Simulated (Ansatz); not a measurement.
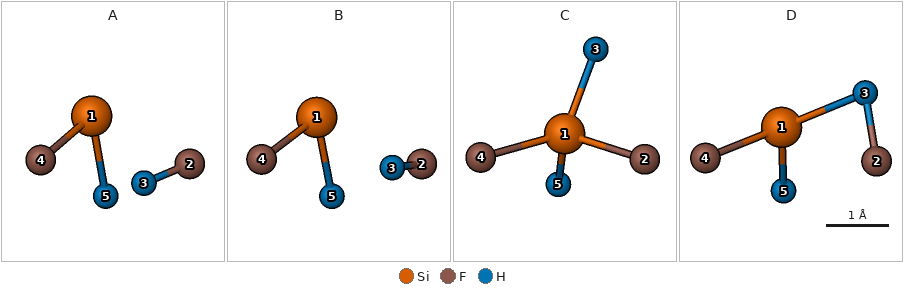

4 geometries from a converged minimum-energy path of SiH2F2, shuffled. A ball-and-stick model, seen at a tilt.

Level of theory: RKS B3LYP-D4/def2-SVP (Ansatz). Run with 7 movable images; climbing image; force threshold 0.05 eV/Å; iteration limit 60; starting path through a guess of the saddle point.

**Which frame is the top of the path?**

D. In order along the path, whose images run from 0 to 8: C (image 1, +11.4 kcal/mol), D (image 3, +85.1 kcal/mol), B (image 7, +72.3 kcal/mol), A (image 8, +70.8 kcal/mol). Breaking: Si1–F2 (1.62 → 1.96 at the top → 2.28 Å), Si1–H3 (1.48 → 1.67 at the top → 2.37 Å). Forming: F2–H3 (2.51 → 1.16 at the top → 0.94 Å).
